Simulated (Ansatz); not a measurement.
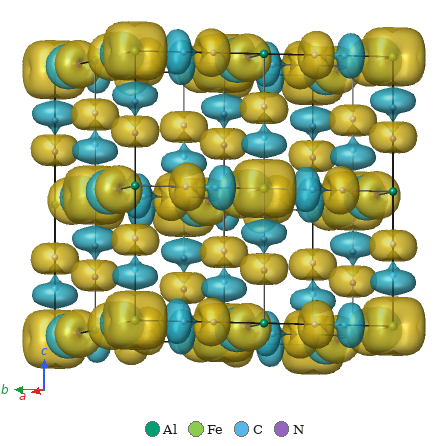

Figure 1: AlFeC₆N₆. Isosurfaces of the spin density (up minus down) at +0.005 (yellow) and −0.005 e/Å³ (cyan), seen at an oblique angle. Sticks mark near contacts.

Space group Fm-3m; a structure generated by program, which may or may not match a known phase; spin-polarised.

The calculation used DFT PBE, scalar-relativistic, plane waves, PAW in Ansatz.

Core electrons are frozen (PAW), and the valence fields are smoothed inside the atomic spheres.

**Where is the spin, and how is it ordered?**

The spin density sits on Fe: +0.8 μB (×4) in one cell of 56 atoms: parallel main moments, as they must be, since the calculation's own cell holds one magnetic site. The cell of the calculation (14 atoms) carries 1.0 μB of net spin moment.
